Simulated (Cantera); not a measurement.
Input: 1 mol SiHCl3, 0.017 mol C3H8, 66 mol H2, equilibrated at 173 Torr.

Equilibrium computed with Cantera from the NASA thermochemical tables; the gas is ideal and each condensed phase is pure. Candidate condensed phases: C, C6H6, C7H8, C8H18, Si, SiC; 109 gas species. Mutual solubility and eutectic melting of coexisting phases are not modelled. The tables' values for SiCl3 are old estimates; treat these amounts as uncertain. Rates play no part.

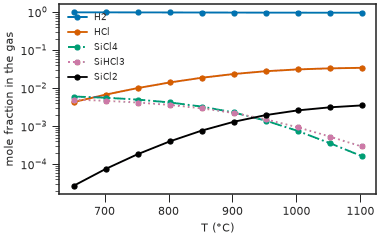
Figure: Equilibrium gas composition (values under 1e-9 drawn at 1e-9)

From 652 °C to 1102 °C the condensed part is Si(s) + SiC(s). The main Si-bearing gas is SiCl4 at 652 °C and SiCl2 at 1102 °C. The share of Si in condensed phases is highest at 1102 °C (69.9 %) and lowest at 652 °C (22.2 %).
